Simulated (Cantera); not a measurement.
Feed: 1 mol CH3OH, 1.6 mol H2O, 2.8 mol N2, equilibrated at 0.0270 bar.

Cantera equilibrium calculation (NASA polynomials, part measured and part estimated; ideal gas, pure solids and liquids). Candidate condensed phases: C, C6H6, C7H8, C8H18, H2O; 136 gas species. Rates play no part.

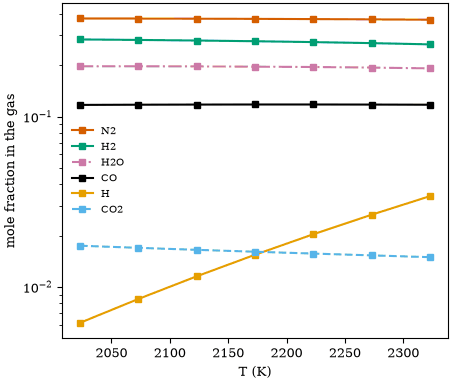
*Equilibrium gas composition (values under 1e-9 drawn at 1e-9)*

Question: Read off the mole fractions at 2123 K.

Answer: N2 about 0.38, H2 about 0.28, H2O about 0.20, CO about 0.12, CO2 about 0.017, H about 0.012.
